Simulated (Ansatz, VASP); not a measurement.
# RbOsCl3: VASP beside Ansatz

Wanted: the spread between two codes on one cell, functional and k mesh. The cell is invented: As first built, before any earlier steps moved the atoms (in the runner's words): it takes the RbPdCl3 structure with some of its atoms replaced by other elements, volume scaled by an estimate. It may not be a known or stable phase. The cell is taken from a series of VASP runs on this material, whose earlier steps may have relaxed, scaled or displaced it; both programs get it as it stands. Valence electrons are named where the data sets of a main pair hold unlike numbers.

Main program and level: Ansatz 0.2.0; plane waves, with VASP 6.6.1 beside it; band structure at HSE06.

## 1. The structure

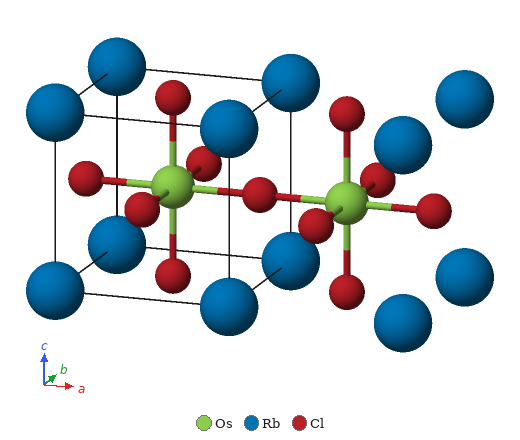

The cell as given, slightly off an axis (osmium green, rubidium blue, chlorine red). 2×1×1 cells are drawn. Some periodic images of atoms are drawn too.

Coordinates:

```xyz
5
Lattice="5.0006 0.0000 0.0000 0.0000 5.0006 0.0000 0.0000 0.0000 5.0006" Properties=species:S:1:pos:R:3 pbc="T T T"
Os    2.5003    2.5003    2.5003
Rb    0.0000    0.0000    0.0000
Cl    0.0000    2.5003    2.5003
Cl    2.5003    0.0000    2.5003
Cl    2.5003    2.5003    0.0000
```

## 2. VASP: band structure, HSE06

The same path points are solved in both programs, so levels can be compared one by one.

Lines of VASP's logs that name or quote its potential files are left out, and so is its time.

The run reads the wave functions of an earlier VASP run, which isn't shown here.

File INCAR:

```
SYSTEM = RbOsCl3
PREC = Accurate
ENCUT = 400
EDIFF = 1E-06
NELM = 100
ISMEAR = -1
SIGMA = 0.05
LREAL = .FALSE.
ALGO = Normal
LHFCALC = .TRUE.
AEXX = 0.25
GGA = PE
HFSCREEN = 0.2
LASPH = .TRUE.
NBANDS = 25
PRECFOCK = Fast
LORBIT = 11
LWAVE = .FALSE.
LCHARG = .FALSE.
KPAR = 2
```

File POSCAR:

```
RbOsCl3
1.0
    5.0005640554      0.0000000000      0.0000000000
    0.0000000000      5.0005640554      0.0000000000
    0.0000000000      0.0000000000      5.0005640554
Os Rb Cl
1 1 3
Direct
    0.5000000000      0.5000000000      0.5000000000
    0.0000000000      0.0000000000      0.0000000000
    0.0000000000      0.5000000000      0.5000000000
    0.5000000000      0.0000000000      0.5000000000
    0.5000000000      0.5000000000      0.0000000000
```

File KPOINTS:

```
Automatic mesh
0
Gamma
3 3 3
0 0 0
```

File KPOINTS_OPT:

```
Line mode
6
Line-mode
Reciprocal
  0.00000000   0.00000000   0.00000000 GAMMA
  0.00000000   0.50000000   0.00000000 X

  0.00000000   0.50000000   0.00000000 X
  0.50000000   0.50000000   0.00000000 M

  0.50000000   0.50000000   0.00000000 M
  0.00000000   0.00000000   0.00000000 GAMMA

  0.00000000   0.00000000   0.00000000 GAMMA
  0.50000000   0.50000000   0.50000000 R

  0.50000000   0.50000000   0.50000000 R
  0.00000000   0.50000000   0.00000000 X

  0.50000000   0.50000000   0.00000000 M
  0.50000000   0.50000000   0.50000000 R
```

Potentials, in the order of the species: Os, Rb_sv and Cl (PBE family, release 64).

Command:

```
$ mpirun -np 2 vasp_std
```

Numbers of over 12 decimals in the logs are rounded to 6 here.

The program printed:

```text
[banner, memory and clock lines left out]
running    2 mpi-ranks, on    1 nodes
 distrk:  each k-point on    1 cores,    2 groups
 distr:  one band on    1 cores,    1 groups

 POSCAR found type information on POSCAR OsRbCl
 POSCAR found :  3 types and       5 ions
 LDA part: xc-table for (Slater+PW92), standard interpolation
 found WAVECAR, reading the header
 POSCAR, INCAR and KPOINTS ok, starting setup
 FFT: planning ... GRIDC
 FFT: planning ... GRID_SOFT
 FFT: planning ... GRID
 reading WAVECAR
 the WAVECAR file was read successfully
 initial charge from wavefunction
 entering main loop
       N       E                     dE             d eps       ncg     rms          rms(c)
DAV:   1    -0.242459266161E+02   -0.24246E+02   -0.16602E+00   208   0.415E+00    0.472E+00
DAV:   2    -0.249309383241E+02   -0.68501E+00   -0.12695E-01   282   0.194E+00    0.544E+00
DAV:   3    -0.250861508699E+02   -0.15521E+00   -0.88116E-02   259   0.156E+00    0.352E+00
DAV:   4    -0.250755116925E+02    0.10639E-01   -0.18439E-02   235   0.700E-01    0.218E+00
DAV:   5    -0.250723086013E+02    0.32031E-02   -0.14155E-03   234   0.214E-01    0.134E+00
DAV:   6    -0.250713308373E+02    0.97776E-03   -0.31205E-04   244   0.120E-01    0.825E-01
DAV:   7    -0.250710611670E+02    0.26967E-03   -0.12159E-04   235   0.662E-02    0.501E-01
DAV:   8    -0.250709857697E+02    0.75397E-04   -0.32385E-05   250   0.347E-02    0.305E-01
DAV:   9    -0.250709640142E+02    0.21756E-04   -0.11907E-05   234   0.222E-02    0.186E-01
DAV:  10    -0.250709583546E+02    0.56596E-05   -0.45743E-06   242   0.139E-02    0.114E-01
DAV:  11    -0.250709568044E+02    0.15501E-05   -0.16270E-06   201   0.847E-03    0.698E-02
DAV:  12    -0.250709564439E+02    0.36059E-06   -0.64815E-07   151   0.543E-03
   1 F= -.25070956E+02 E0= -.25070954E+02  d E =-.447771E-05
 Start KPOINTS_OPT (optional k-point list driver)
k-point batch [1-4\36]
       N       E                     dE             ncg
DAV:   1     0.141843785211E+03   -0.56159E+03      200
DAV:   2    -0.815792725997E+03   -0.95764E+03      254
DAV:   3    -0.945742641424E+03   -0.12995E+03      231
DAV:   4    -0.949895415465E+03   -0.41528E+01      269
DAV:   5    -0.949991779826E+03   -0.96364E-01      253
DAV:   6    -0.949994700907E+03   -0.29211E-02      284
DAV:   7    -0.949994761832E+03   -0.60925E-04      252
DAV:   8    -0.949994762549E+03   -0.71712E-06      164
[...]
k-point batch [33-36\36]
       N       E                     dE             ncg
DAV:   1     0.115958073845E+03   -0.38831E+04      200
DAV:   2    -0.834143898242E+03   -0.95010E+03      242
DAV:   3    -0.957783112937E+03   -0.12364E+03      262
DAV:   4    -0.962425412993E+03   -0.46423E+01      270
DAV:   5    -0.962512918931E+03   -0.87506E-01      245
DAV:   6    -0.962515570084E+03   -0.26512E-02      284
DAV:   7    -0.962515667771E+03   -0.97687E-04      253
DAV:   8    -0.962515669957E+03   -0.21859E-05      196
DAV:   9    -0.962515670003E+03   -0.46173E-07      164
```

Parts of OUTCAR (step 2):

```text
ion  position               nearest neighbor table
   1  0.500  0.500  0.500-   3 2.50   4 2.50   5 2.50   5 2.50   4 2.50   3 2.50   2 4.33   2 4.33
                             2 4.33   2 4.33   2 4.33   2 4.33   2 4.33   2 4.33
   2  0.000  0.000  0.000-   3 3.54   4 3.54   5 3.54   3 3.54   4 3.54   3 3.54   5 3.54   3 3.54
                             4 3.54   5 3.54   4 3.54   5 3.54   1 4.33   1 4.33   1 4.33   1 4.33
   3  0.000  0.500  0.500-   1 2.50   1 2.50   2 3.54   2 3.54   2 3.54   2 3.54
   4  0.500  0.000  0.500-   1 2.50   1 2.50   2 3.54   2 3.54   2 3.54   2 3.54
   5  0.500  0.500  0.000-   1 2.50   1 2.50   2 3.54   2 3.54   2 3.54   2 3.54

  LATTYP: Found a simple cubic cell.
 ALAT       =     5.0005640554

 Subroutine GETGRP returns: Found 48 space group operations
 (whereof 48 operations were pure point group operations)

The static configuration has the point symmetry O_h .

 Found      4 irreducible k-points:

   k-points           NKPTS =      4   k-points in BZ     NKDIM =     27   number of bands    NBANDS=     25

   dimension x,y,z NGX =    36 NGY =   36 NGZ =   36
   dimension x,y,z NGXF=    72 NGYF=   72 NGZF=   72

   ENCUT  =  400.0 eV  29.40 Ry    5.42 a.u.   8.15  8.15  8.15*2*pi/ulx,y,z

   NELECT =      38.0000    total number of electrons

 k-points in reciprocal lattice and weights: Automatic mesh
   0.00000000  0.00000000  0.00000000       0.037
   0.33333333  0.00000000  0.00000000       0.222
   0.33333333  0.33333333  0.00000000       0.444
   0.33333333  0.33333333  0.33333333       0.296

  exchange ACFDT corr.  =         0.00000000  see jH, gK, PRB 81, 115126

 average (electrostatic) potential at core
       1 -44.2175       2 -31.7587       3 -89.5587       4 -89.5586       5 -89.5587

 E-fermi :   2.3202

 k-point     1 :       0.0000    0.0000    0.0000
  band No.  band energies     occupation
    ...
     15      -1.1739      2.00000
     16      -1.1739      2.00000
     17       0.0733      2.00000
     18       0.0733      2.00000
     19       0.0734      2.00000
     20       2.9221      0.00001
     21       2.9225      0.00001
     22       4.7579      0.00000
     23       6.6678      0.00000
     24       7.7469      0.00000
    ...

 k-point     2 :       0.3333    0.0000    0.0000
  band No.  band energies     occupation
    ...
     15      -1.3704      2.00000
     16      -1.3703      2.00000
     17       0.0918      2.00000
     18       1.2157      2.00000
     19       1.2157      2.00000
     20       2.9273      0.00001
     21       3.6897      0.00000
     22       7.5808      0.00000
     23       7.9288      0.00000
     24       8.6381      0.00000
    ...

 k-point     3 :       0.3333    0.3333    0.0000
  band No.  band energies     occupation
    ...
     15      -1.8361      2.00000
     16      -1.0531      2.00000
     17       1.1970      2.00000
     18       1.2300      2.00000
     19       1.6039      2.00000
     20       3.2308      0.00000
     21       5.9339      0.00000
     22       8.3396      0.00000
     23       8.8202      0.00000
     24       9.4505      0.00000
    ...

  energy-cutoff  :      400.00
  volume of cell :      125.04
      direct lattice vectors                 reciprocal lattice vectors
     5.000564055  0.000000000  0.000000000     0.199977440  0.000000000  0.000000000
     0.000000000  5.000564055  0.000000000     0.000000000  0.199977440  0.000000000
     0.000000000  0.000000000  5.000564055     0.000000000  0.000000000  0.199977440

 POSITION                                       TOTAL-FORCE (eV/Angst)
 -----------------------------------------------------------------------------------
      2.50028      2.50028      2.50028         0.000000      0.000000      0.000000
      0.00000      0.00000      0.00000         0.000000      0.000000      0.000000
      0.00000      2.50028      2.50028         0.000000      0.000000      0.000000
      2.50028      0.00000      2.50028         0.000000      0.000000      0.000000
      2.50028      2.50028      0.00000         0.000000      0.000000      0.000000
 -----------------------------------------------------------------------------------
    total drift:                               -0.000002     -0.000001      0.000002

  FREE ENERGIE OF THE ION-ELECTRON SYSTEM (eV)
  ---------------------------------------------------
  free  energy   TOTEN  =       -25.0709564439 eV

  energy  without entropy=      -25.0709519661  energy(sigma->0) =      -25.07095420

 total charge
# of ion       s       p       d       tot
------------------------------------------
    1        0.342   0.349   6.022   6.713
    2        1.938   5.418   0.013   7.369
    3        1.572   3.563   0.000   5.135
    4        1.572   3.563   0.000   5.135
    5        1.572   3.563   0.000   5.135
--------------------------------------------------
tot          6.996  16.456   6.035  29.487

[... 1 further part left out ...]
```

This run has no spin polarisation, so a moment on Os, if there is one, isn't seen. The k-mesh is coarse for exact exchange; levels may shift by about 0.1 eV on a finer one. Spin-orbit coupling is off here; with elements this heavy it splits and shifts levels by tenths of an eV or more. The PAW data sets were made with PBE, which is usual practice but a small mismatch for other functionals.

[end of part 1 of 2]

[Lines on the potential files, build, host, timing and source positions are cut from VASP's logs without a mark.]

[Logs are printed without paths, hosts, clocks, repeated set-up lines and the standing remarks that a program may print on its own settings, such as how far it seeks lower states.]

[Hosts, paths, dates, database ids (printed as entryN), source tags and the programs' standing remarks are cut or masked in the printed files.]
